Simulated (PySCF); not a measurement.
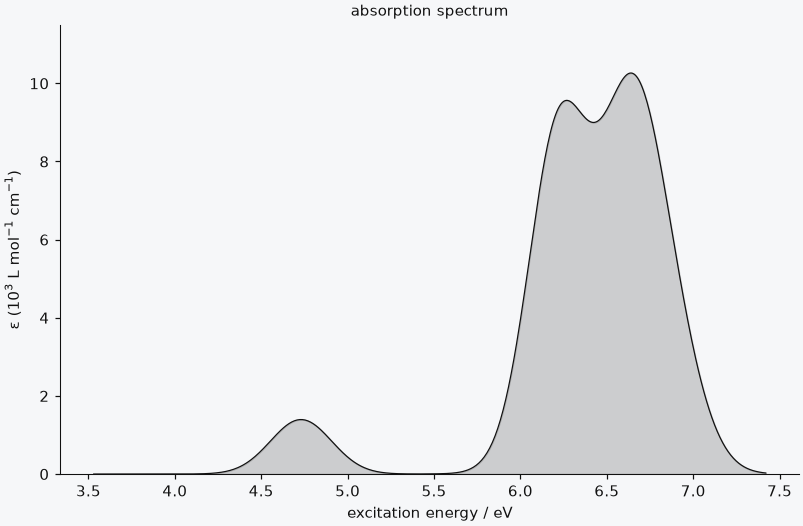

Vertical TDDFT excitations, CAM-B3LYP/def2-SVPD (IEF-PCM acetone), PySCF, at a PBE0-D3(BJ)/def2-SVP geometry (no frequency check). The lowest 6 singlet states are shown; each is broadened by a Gaussian of 1/e half-width 0.25 eV.

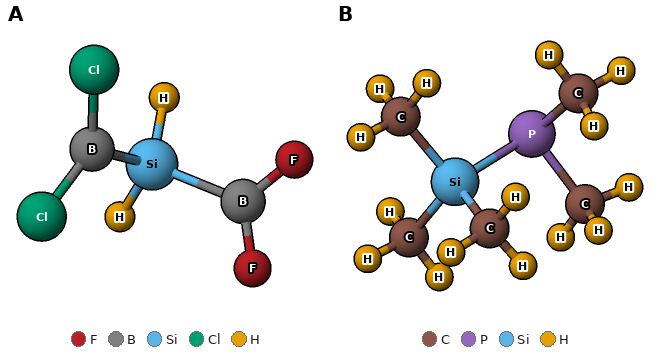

Whose absorption spectrum is this? The candidates are drawn in the second picture.

Structure A, B₂SiH₂Cl₂F₂, SMILES FB(F)[SiH2]B(Cl)Cl. Its lowest singlet lies at 4.73 eV (f = 0.022) and the brightest of those computed is S3 at 6.22 eV (199 nm), f = 0.136, mainly HOMO−2 → LUMO (88 %).

Note: one conformer of a flexible molecule; core orbitals are frozen in the response.
